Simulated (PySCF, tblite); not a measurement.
**C₇H₁₅ClSi: geometry, infrared bands and NMR shifts**

What infrared bands and NMR shifts should C₇H₁₅ClSi (`C[C@]([SiH3])(Cl)CC1CCC1`) show?

The runs use tblite 0.8.0 and PySCF 2.14.0, with density-fitted response routines of our own; the level of theory stands in each step. All values are computed, except where a source is named. Atoms count from 0, in the outputs and in this text.

## Step 1: Starting geometry

24 atoms, charge 0, multiplicity 1; geometry from: force field or distance geometry start.

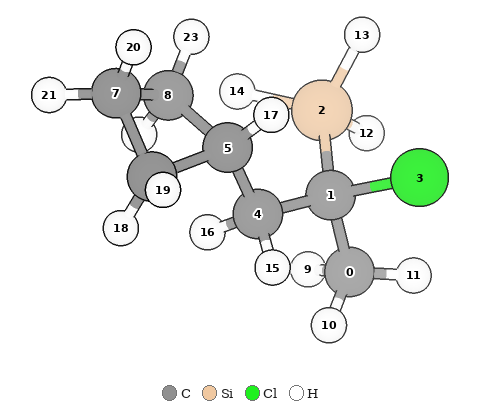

As it starts; carbon grey, silicon light orange, chlorine green, hydrogen white, atoms numbered.

## Step 2: Optimising the geometry with GFN2-xTB

Job settings and geometry (Å):

```
{"job": {"kind": "relax", "xc": "GFN2-xTB", "basis": "xTB"}, "charge": 0, "multiplicity": 1}
C      2.403700    -1.450100    -0.406500
C      1.501200    -0.395500     0.246000
Si     1.984600     1.230600    -0.465600
Cl     1.956900    -0.387000     1.975700
C      0.100100    -0.839800     0.035900
C     -0.972900     0.040300     0.590100
C     -2.345400    -0.550500     0.265800
C     -2.762600     0.871000    -0.075700
C     -1.308000     1.087500    -0.467200
H      2.427900    -1.191000    -1.480000
H      1.858300    -2.428000    -0.333700
H      3.405400    -1.476700     0.033500
H      3.350800     1.110400    -0.960500
H      2.033200     2.306400     0.562000
H      1.138300     1.669800    -1.592800
H     -0.013200    -1.844700     0.492000
H     -0.078400    -0.955200    -1.045000
H     -0.874100     0.398800     1.611700
H     -2.337300    -1.249900    -0.577100
H     -2.851100    -1.005700     1.126800
H     -3.100100     1.429100     0.802900
H     -3.472900     0.925900    -0.936300
H     -1.131700     0.641600    -1.447200
H     -0.924600     2.082200    -0.280500
```

Started as:

```sh
$ OMP_NUM_THREADS=1 python probes_run.py task.json out
```

This one command runs all jobs of the session in turn.

Output:

```text
step      E/eV     max force
  0    -785.85265    2.554
  1    -786.14987    1.013
  2    -786.28593    0.829
  3    -786.39014    0.579
  4    -786.44222    0.500
  5    -786.48454    0.405
  6    -786.51791    0.388
  7    -786.55150    0.461
  8    -786.58194    0.416
  9    -786.60930    0.329
 10    -786.63227    0.402
 11    -786.65247    0.349
 12    -786.67050    0.261
 13    -786.68354    0.246
 14    -786.69220    0.192
 15    -786.69956    0.182
 16    -786.70656    0.158
 17    -786.71315    0.170
 18    -786.71904    0.174
 19    -786.72408    0.138
 20    -786.72855    0.156
 21    -786.73282    0.149
 22    -786.73705    0.188
 23    -786.74125    0.174
 24    -786.74547    0.125
 25    -786.74994    0.140
 26    -786.75501    0.189
 27    -786.76099    0.244
 28    -786.76782    0.216
 29    -786.77478    0.159
 30    -786.78079    0.158
 31    -786.78533    0.153
 32    -786.78854    0.128
 33    -786.79108    0.108
 34    -786.79360    0.137
 35    -786.79628    0.131
 36    -786.79898    0.117
 37    -786.80145    0.101
 38    -786.80353    0.073
 39    -786.80525    0.084
 40    -786.80674    0.070
 41    -786.80797    0.068
 42    -786.80894    0.069
 43    -786.80967    0.079
 44    -786.81041    0.066
 45    -786.81116    0.053
 46    -786.81194    0.049
 47    -786.81249    0.057
 48    -786.81309    0.054
 49    -786.81359    0.044
 50    -786.81418    0.050
 51    -786.81485    0.054
 52    -786.81561    0.066
 53    -786.81636    0.064
 54    -786.81710    0.060
 55    -786.81786    0.053
 56    -786.81864    0.060
 57    -786.81943    0.064
 58    -786.82023    0.059
 59    -786.82104    0.064
 60    -786.82186    0.061
 61    -786.82258    0.050
 62    -786.82319    0.056
 63    -786.82371    0.053
 64    -786.82406    0.046
 65    -786.82433    0.036
 66    -786.82453    0.033
 67    -786.82475    0.026
 68    -786.82487    0.020
 69    -786.82500    0.019
 70    -786.82507    0.014
 71    -786.82512    0.012
 72    -786.82515    0.011
 73    -786.82518    0.009
```

Wall time 1.4 s (1 thread of Arm Neoverse N1, shared host).

Step by step: (not every step is listed)

```csv
step,energy from step 0 (eV),largest force (eV/Å)
0,0.0000,2.5540
1,-0.2972,1.0133
2,-0.4333,0.8287
3,-0.5375,0.5794
4,-0.5896,0.5004
5,-0.6319,0.4052
6,-0.6653,0.3881
7,-0.6988,0.4615
8,-0.7293,0.4162
14,-0.8395,0.1916
20,-0.8759,0.1555
26,-0.9024,0.1889
32,-0.9359,0.1280
38,-0.9509,0.0734
44,-0.9578,0.0665
50,-0.9615,0.0502
56,-0.9660,0.0603
62,-0.9705,0.0557
68,-0.9722,0.0200
69,-0.9724,0.0187
70,-0.9724,0.0143
71,-0.9725,0.0122
72,-0.9725,0.0107
73,-0.9725,0.0093
```

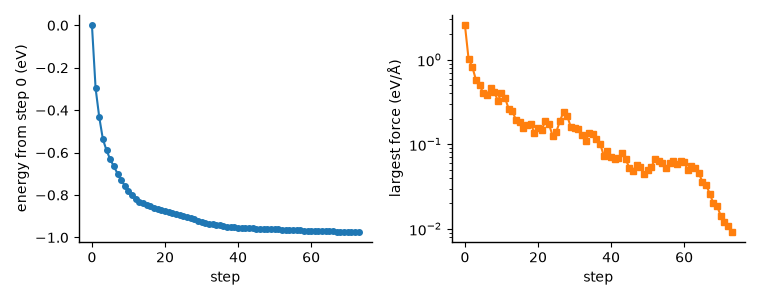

Energy and largest force along the relaxation.

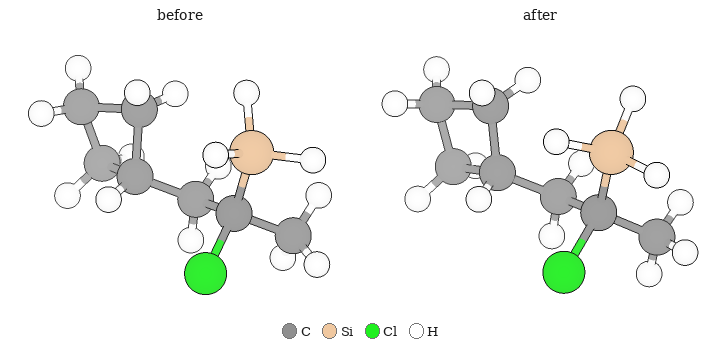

Before and after, at one scale.

Close pairs (by a distance rule), those that changed most:

```csv
bond,before (Å),after (Å),change (Å)
C1–Si2,1.840,1.919,+0.080
C1–C4,1.485,1.524,+0.040
C0–H10,1.122,1.090,-0.032
Si2–H13,1.489,1.457,-0.031
C7–H21,1.117,1.088,-0.029
C4–C5,1.494,1.522,+0.027
C1–Cl3,1.789,1.814,+0.025
C0–H9,1.105,1.089,-0.016
```

The final coordinates are the input of the step that follows.

## Step 3: Infrared spectrum with GFN2-xTB

Job settings and geometry (Å):

```
{"job": {"kind": "ir", "xc": "GFN2-xTB", "basis": "xTB"}, "charge": 0, "multiplicity": 1}
C      2.475562    -1.558539    -0.483753
C      1.558264    -0.500852     0.110689
Si     2.047551     1.266130    -0.456909
Cl     1.875713    -0.480869     1.896601
C      0.104439    -0.904832    -0.105431
C     -0.940737     0.041731     0.466203
C     -2.386566    -0.491636     0.455987
C     -2.864400     0.853775    -0.106254
C     -1.404283     1.235028    -0.391120
H      2.348298    -1.586360    -1.564773
H      2.243458    -2.544948    -0.082194
H      3.517929    -1.337506    -0.266149
H      3.498630     1.363163    -0.308619
H      1.384982     2.248121     0.391460
H      1.676607     1.421894    -1.865672
H     -0.051861    -1.891882     0.344621
H     -0.053443    -1.007034    -1.183136
H     -0.641204     0.356075     1.466942
H     -2.519462    -1.309853    -0.249877
H     -2.797866    -0.787980     1.418367
H     -3.322059     1.486015     0.651626
H     -3.525660     0.804946    -0.968865
H     -1.138321     1.122874    -1.440550
H     -1.097308     2.222304    -0.054708
```

Output:

```text
mode    cm-1     km/mol
  1      41.8      0.10
  2      68.6      0.74
  3      94.1      0.57
  4     135.6      0.46
  5     163.0      0.82
  6     190.8      0.34
  7     205.0      1.27
  8     237.3      0.19
  9     274.8      0.03
 10     309.7      3.95
 11     324.3      1.13
 12     409.5      1.98
 13     432.9      1.89
 14     521.3     20.11
 15     563.8     42.27
 16     586.6     38.75
 17     685.7     17.66
 18     701.2     17.43
 19     761.3    164.10
 20     784.4    238.99
 21     790.9    274.90
 22     812.6      9.27
 23     820.9      3.51
 24     909.3      2.43
 25     913.0      1.63
 26     976.9      2.98
 27     993.6      0.25
 28    1033.2     11.24
 29    1039.5      0.09
 30    1047.3      0.51
 31    1073.5      1.77
 32    1124.2      2.38
 33    1133.4      3.98
 34    1159.7      4.28
 35    1179.7      1.28
 36    1190.2      0.29
 37    1196.8      0.07
 38    1232.2      0.24
 39    1243.3      0.50
 40    1250.9      2.76
 41    1259.4      0.76
 42    1266.9      0.63
 43    1321.0      2.13
 44    1358.2      0.25
 45    1412.5      8.87
 46    1469.7      1.30
 47    1476.3      0.54
 48    1479.4      0.43
 49    1488.7      5.50
 50    1496.3      0.07
 51    1500.5      2.88
 52    2252.3    330.72
 53    2284.3    257.33
 54    2324.0    217.79
 55    2929.2     34.83
 56    2952.7     16.54
 57    2975.4     23.37
 58    2995.1      9.57
 59    3002.0      0.60
 60    3003.0     23.48
 61    3013.9     26.53
 62    3015.1      0.83
 63    3016.2    102.37
 64    3016.6     92.24
 65    3023.4     81.76
 66    3034.1     19.18
```

It took 2.3 s on 1 thread of Arm Neoverse N1, shared host.

The strongest bands and the atoms that carry them (share of the mass-weighted mode):

```csv
cm⁻¹,km/mol,atoms
761,164.1,"H14 56 %, H13 33 %"
784,239.0,"H12 44 %, H14 29 %, H13 18 %"
791,274.9,"H12 38 %, H13 38 %, H14 11 %"
2252,330.7,H14 96 %
2284,257.3,H12 96 %
2324,217.8,H13 97 %
3016,102.4,"H21 33 %, H22 21 %, H9 19 %, H18 16 %"
3017,92.2,"H23 41 %, H19 29 %, H22 11 %, H18 10 %"
```

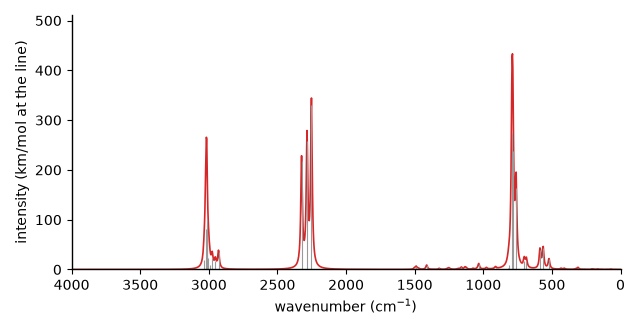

The infrared spectrum from these modes, unscaled. Lines are broadened to a width of 14 cm⁻¹ (Lorentzian).

## Step 4: Shielding tensors: PBE0/pcSseg-1

Settings changed since step 3:

```diff
@@ -1,2 +1,2 @@
-{"job": {"kind": "ir", "xc": "GFN2-xTB", "basis": "xTB"}, "charge": 0, "multiplicity": 1}
+{"job": {"kind": "nmr", "xc": "PBE0", "basis": "pcSseg-1"}, "charge": 0, "multiplicity": 1}
 C      2.475562    -1.558539    -0.483753
```

Level: GIAO PBE0/pcSseg-1 NMR shielding, non-relativistic, gas phase.

Output:

```text
coarse grid: 20152 points
cycle   1  E = -1024.6530736040  dE =  8.705e-01  |g| = 4.320e-01  |ddm| = 4.321e+00
cycle   2  E = -1024.6472661631  dE =  5.807e-03  |g| = 4.796e-01  |ddm| = 8.863e-01
cycle   3  E = -1024.7047324779  dE = -5.747e-02  |g| = 5.331e-02  |ddm| = 4.731e-01
cycle   4  E = -1024.7052099704  dE = -4.775e-04  |g| = 2.770e-02  |ddm| = 7.537e-02
cycle   5  E = -1024.7053882364  dE = -1.783e-04  |g| = 7.325e-03  |ddm| = 3.322e-02
cycle   6  E = -1024.7054007875  dE = -1.255e-05  |g| = 2.429e-03  |ddm| = 1.075e-02
cycle   7  E = -1024.7054021403  dE = -1.353e-06  |g| = 4.032e-04  |ddm| = 2.911e-03
final grid: 182712 points
cycle   8  E = -1024.7607048369  dE = -6.761e-05  |g| = 9.615e-03  |ddm| = 4.662e-02
cycle   9  E = -1024.7606936234  dE =  1.121e-05  |g| = 1.153e-02  |ddm| = 1.997e-02
cycle  10  E = -1024.7607277559  dE = -3.413e-05  |g| = 1.263e-03  |ddm| = 1.170e-02
cycle  11  E = -1024.7607280780  dE = -3.221e-07  |g| = 3.773e-04  |ddm| = 1.710e-03
cycle  12  E = -1024.7607281110  dE = -3.306e-08  |g| = 9.217e-05  |ddm| = 4.106e-04
cycle  13  E = -1024.7607281129  dE = -1.902e-09  |g| = 2.859e-05  |ddm| = 1.244e-04
cycle  14  E = -1024.7607281131  dE = -2.028e-10  |g| = 4.660e-06  |ddm| = 3.288e-05
converged SCF energy = -1024.7607281131

GIAO shielding tensors (ppm)
atom      isotropic    diamagn.    paramagn.     s11        s22        s33       span
  0 C      152.683     245.795     -93.112    133.718    140.000    184.330     50.613
  1 C      125.918     248.619    -122.702     92.584    118.322    166.846     74.262
  2 Si     402.705     880.507    -477.802    361.823    386.594    459.697     97.875
  3 Cl     736.343    1149.242    -412.899    583.640    596.015   1029.374    445.734
  4 C      128.208     247.563    -119.355    110.010    119.412    155.203     45.193
  5 C      154.260     245.510     -91.250    137.296    161.020    164.465     27.168
  6 C      158.733     250.004     -91.271    143.417    150.263    182.519     39.102
  7 C      169.804     253.677     -83.873    159.514    168.384    181.514     22.000
  8 C      155.759     248.478     -92.719    141.488    147.003    178.786     37.297
  9 H       30.284      29.660       0.624     26.079     27.494     37.278     11.198
 10 H       29.987      29.744       0.243     26.489     27.697     35.777      9.287
 11 H       29.902      29.709       0.193     25.728     27.619     36.359     10.631
 12 H       27.851      30.390      -2.538     24.344     26.073     33.137      8.793
 13 H       27.705      30.390      -2.685     24.232     27.314     31.568      7.336
 14 H       27.719      30.256      -2.537     24.109     25.959     33.089      8.980
 15 H       29.886      33.269      -3.383     25.574     31.297     32.786      7.212
 16 H       30.000      33.998      -3.999     25.976     30.061     33.962      7.986
 17 H       28.782      32.488      -3.706     24.156     29.083     33.108      8.953
 18 H       30.033      31.448      -1.415     26.618     29.230     34.250      7.632
 19 H       29.498      30.379      -0.881     25.854     26.828     35.812      9.958
 20 H       29.693      30.023      -0.330     26.558     26.876     35.645      9.087
 21 H       29.872      29.390       0.483     25.912     26.598     37.107     11.195
 22 H       30.127      32.414      -2.287     26.335     30.722     33.325      6.990
 23 H       29.446      31.548      -2.102     25.117     28.967     34.253      9.136
```

It took 2.3 min on 1 thread of Arm Neoverse N1, shared host; peak memory 1.1 GiB.

Shifts follow as δ = σ(reference) − σ, with reference shieldings (ppm) from runs at the same level and on the same kind of geometry: 1H TMS 31.72, 13C TMS 186.9, 29Si TMS 349.2, 35Cl HCl 950. The references are single molecules in the gas phase. Atoms listed in one row are averaged.

```csv
atoms,environment,σ (ppm),δ (ppm),δ scaled to CDCl3
C1,fully substituted sp3 carbon bonded to Cl and Si,125.9,61.0,57.6
C4,sp3 CH2,128.2,58.7,55.4
C0,methyl carbon,152.7,34.2,31.5
C5,sp3 CH in a ring,154.3,32.7,30.0
C8,sp3 CH2 in a ring,155.8,31.2,28.5
C6,sp3 CH2 in a ring,158.7,28.2,25.6
C7,sp3 CH2 in a ring,169.8,17.1,14.8
"H12, H13, H14",hydrogen on a silicon bonded to C,27.76,3.96,–
H17,hydrogen on an sp3 CH in a ring,28.78,2.93,2.87
H23,hydrogen on an sp3 CH2 in a ring,29.45,2.27,2.25
H19,hydrogen on an sp3 CH2 in a ring,29.50,2.22,2.20
H20,hydrogen on an sp3 CH2 in a ring,29.69,2.02,2.01
H21,hydrogen on an sp3 CH2 in a ring,29.87,1.84,1.84
H15,hydrogen on an sp3 CH2,29.89,1.83,1.83
H16,hydrogen on an sp3 CH2,30.00,1.72,1.72
H18,hydrogen on an sp3 CH2 in a ring,30.03,1.68,1.69
"H9, H10, H11",hydrogen on a methyl carbon,30.06,1.66,1.67
H22,hydrogen on an sp3 CH2 in a ring,30.13,1.59,1.60
Si2,"silicon bonded to C, 3 H",402.7,-53.5,–
Cl3,chlorine bonded to C,736,213,–
```

The scaled column applies a straight-line fit of computed shieldings to shifts measured in CDCl3, with any fitted terms for Cl, Br or S neighbours (root-mean-square error 0.16 ppm for H, 1.9 ppm for C).

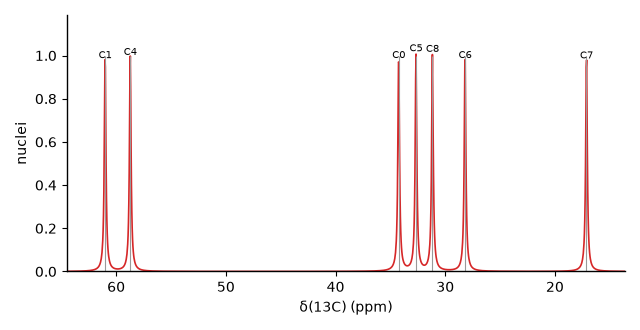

13C lines at the computed shifts, without couplings. Lines are broadened to a width of 0.18 ppm (Lorentzian).

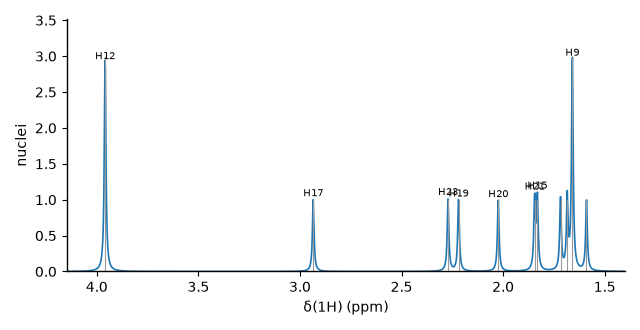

1H lines at the computed shifts, without couplings. Lines are broadened to a width of 0.01 ppm (Lorentzian).

Charges from the same density, by scheme (e):

```csv
atoms,Mulliken,IAO,Hirshfeld,ESP fit
C0,-0.12,-0.41,-0.13,-0.65
C1,-0.70,-0.18,-0.02,0.15
Si2,0.58,0.59,0.29,0.27
Cl3,-0.10,-0.14,-0.05,-0.15
C4,-0.02,-0.25,-0.08,-0.81
C5,-0.36,-0.11,-0.03,0.53
C6,-0.13,-0.27,-0.07,-0.22
C7,-0.21,-0.26,-0.07,-0.07
C8,-0.18,-0.27,-0.07,-0.24
```

IAO charges:

C0 -0.41; C1 -0.18; Si2 0.59; Cl3 -0.14; C4 -0.25; C5 -0.11; C6 -0.27; C7 -0.26; C8 -0.27; H9 0.14; H10 0.15; H11 0.15; H12 -0.11; H13 -0.11; H14 -0.12; H15 0.14; H16 0.13; H17 0.14; H18 0.13; H19 0.13; H20 0.14; H21 0.13; H22 0.13; H23 0.13

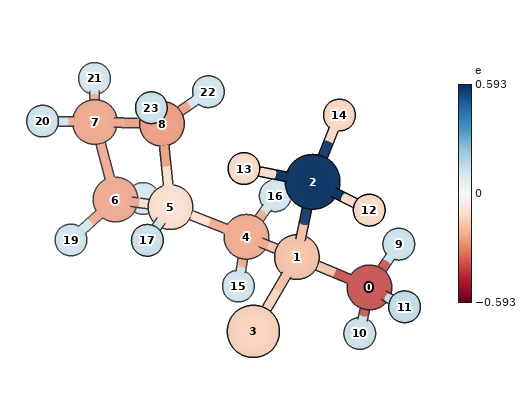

IAO charges, as colours on the atoms.

Mayer bond orders: C0–C1 1.01, C1–Si2 0.80, C1–Cl3 1.00, C1–C4 0.96, C4–C5 0.99, C5–C6 1.01, C6–C7 1.05, C7–C8 1.05, C8–C5 1.00.

Ring of atoms C5, C6, C7, C8: NICS(0) 0.2, NICS(1) -0.2, NICS(1)zz 5.2 ppm (means of both faces).

Orbitals, density, ELF and potential are computed afterwards from the orbital file.

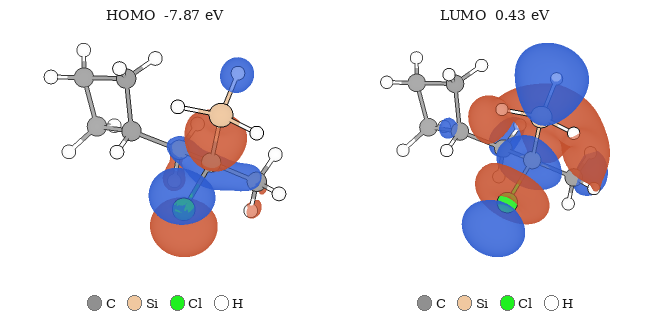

PBE0/pcSseg-1 orbitals near the gap, drawn at the value that encloses 70 % of each; the two colours are the two signs.

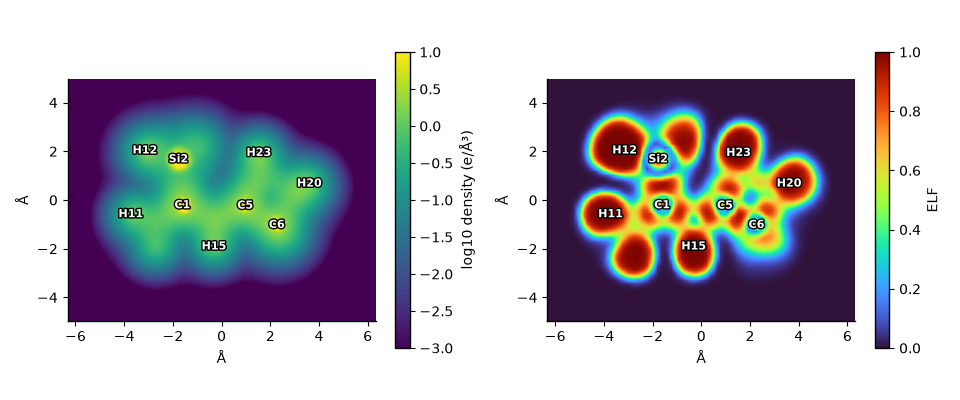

Density (left) and ELF (right) in a plane through or near 9 of the atoms.

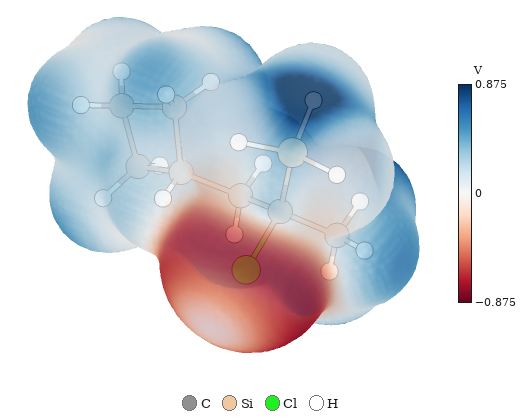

Electrostatic potential on the surface of density 0.002 e/bohr³; red is low, blue high. It runs from -0.74 V near Cl3 to 0.87 V near H14.

## Step 5: Outcome

| quantity | value |
| --- | --- |
| strongest single infrared mode (GFN2-xTB) | 2252 cm⁻¹, 331 km/mol |
| zero-point energy (GFN2-xTB) | 124.3 kcal/mol |
| 13C shifts against TMS (PBE0/pcSseg-1) | 61.0, 58.7, 34.2, 32.7, 31.2, 28.2, 17.1 ppm |
| 1H shifts against TMS (PBE0/pcSseg-1, means over atoms taken as alike) | 3.96, 2.93, 2.27, 2.22, 2.02, 1.84, 1.83, 1.72, 1.68, 1.66, 1.59 ppm |
| 29Si shifts against TMS (PBE0/pcSseg-1) | -53.5 ppm |
| 35Cl shifts against HCl (PBE0/pcSseg-1) | 213 ppm |
| surface potential, least and greatest | -0.74 V and 0.87 V |

Over 73 steps the energy fell by 0.973 eV; of the close pairs, C1–Si2 changed most, 1.840 to 1.919 Å. All 66 modes are real, so the xTB geometry is a minimum. The strongest single mode, at 2252 cm⁻¹, moves mainly H14. GFN2-xTB is a fitted tight-binding method: band positions and strengths are rough. Its intensities can rank the bands wrongly. C1 (fully substituted sp3 carbon bonded to Cl and Si) lies farthest downfield among carbon, at 61.0 ppm; deshielded by the electronegative neighbour. At PBE0/pcSseg-1: The largest span, 446 ppm, is at Cl3, where the paramagnetic term is -413 ppm.
